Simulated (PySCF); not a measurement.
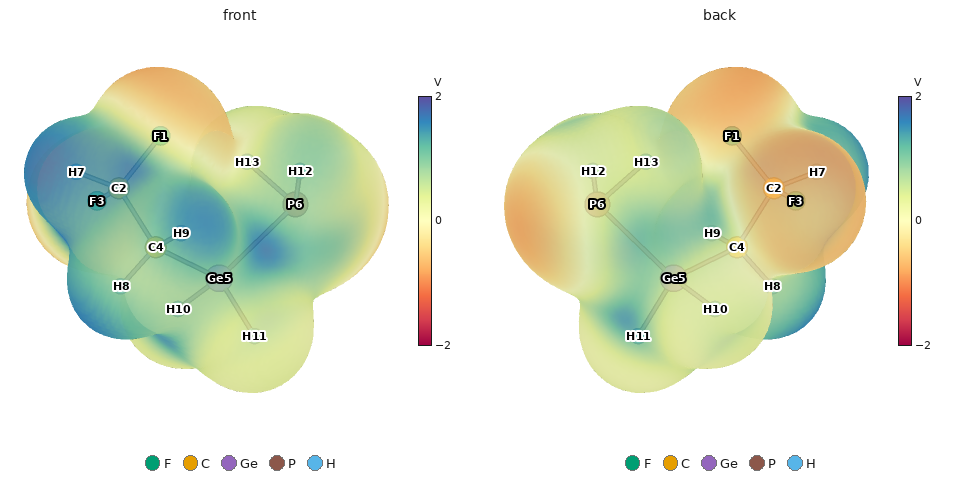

The picture shows: C2H7F2GeP (SMILES FC(F)[CH2][GeH2][PH2]). The molecular electrostatic potential painted on the density surface at 0.004 e/bohr³, seen from the front and from behind; red is negative and blue positive.

Geometry: GFN2-xTB.

The calculation used PBE0/def2-SVPD, SCF density, gas phase in PySCF.

The calculation's input:

```
{"job": {"kind": "uv", "xc": "PBE0", "basis": "def2-SVPD", "nstates": 8, "ntriplets": 3}, "charge": 0, "multiplicity": 1}
F     -0.500368     0.966585     1.544875
C     -1.324089     0.718673     0.490849
F     -1.033892     1.687169    -0.421832
C     -1.027747    -0.632457    -0.090014
Ge     0.784570    -0.570325    -0.957074
P      2.586322     0.067895     0.317186
H     -2.357962     0.880685     0.833504
H     -1.784309    -0.875893    -0.831508
H     -1.072265    -1.373522     0.705845
H      0.635729     0.268016    -2.199994
H      0.989933    -1.980713    -1.469102
H      2.047489    -0.474930     1.476376
H      2.052200     1.319304     0.583161
```

Launched as:

```sh
OMP_NUM_THREADS=1 python probes_run.py task.json out
```

**Describe the electrostatic potential map.**

The most negative region (about −0.8 V, or −18 kcal/mol for a unit charge) lies over F1, F3 and P6, the most positive (about +1.7 V, or +39 kcal/mol for a unit charge) over C2, Ge5 and H7.
